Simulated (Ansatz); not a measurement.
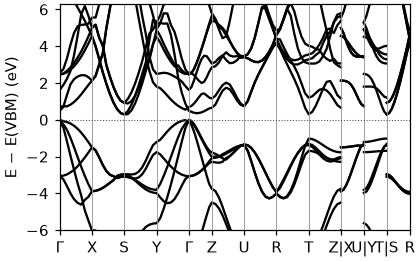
Figure: Band structure from PBEsol in the plane-wave PAW code Ansatz

The gap is 0.27 eV; an edge lies off the plotted path or next to a special point (maximum at Γ, minimum on the S–Y line, 5 % of the way from S).

Problem. Pick the material that matches.
(A) MnF2, Pbcn (Mn on 4c, F on 8d)
(B) SiGe, Pmma (Si on 2e, Ge on 2f)
(C) V2O5, Pmmn (V on 4e, O on 2a, O on 4e, O on 4e)

Solution. B, SiGe, Pmma (Si on 2e, Ge on 2f)

The start of the workflow was typed in or built on a structure type; neither database checked (COD, Materials Project) lists it. Its standing as an ambient phase is unchecked. The cell was relaxed with PBEsol under the symmetry of its start; whether a distortion lowers the energy is not shown. Scalar-relativistic: spin–orbit coupling is off unless named, which matters more the heavier the elements.

Potentials: the earlier of the program's two PAW sets. The files were generated under PBE; for other functionals the program regenerates the frozen cores, and for LDA and PBEsol the local potential too.
